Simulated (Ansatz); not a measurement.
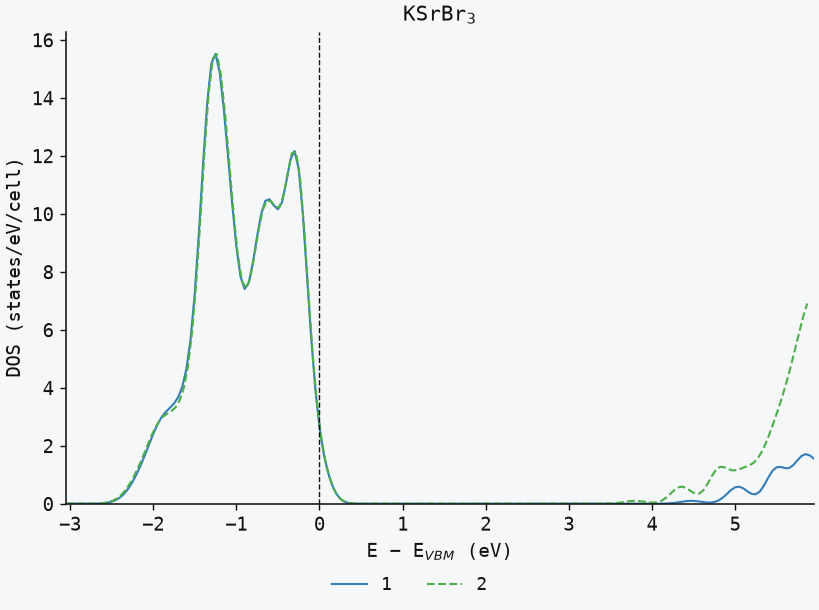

Total densities of states of KSrBr3, space group Pm-3m, 5 atoms in the cell, cubic perovskite type, hydrostatic strain −1.0%, by two methods on the same cell. The curves are built from the levels of the k mesh with Gaussians 0.3 eV wide, which also blur the band edges. Each is counted from its own valence-band top.

Which curve is which? The methods: r2SCAN, PBE.

1 is r2SCAN; 2 is PBE. r2SCAN gives a gap of 4.47 eV and PBE gives a gap of 3.79 eV.

Settings. r2SCAN: DFT, r2SCAN, plane waves, PAW, no spin polarisation, 4×4×4 k mesh, 500 eV cutoff (Ansatz). PBE: DFT, PBE, plane waves, PAW, no spin polarisation, 4×4×4 k mesh, 420 eV cutoff, Fermi-Dirac smearing of 0.02 eV (Ansatz).
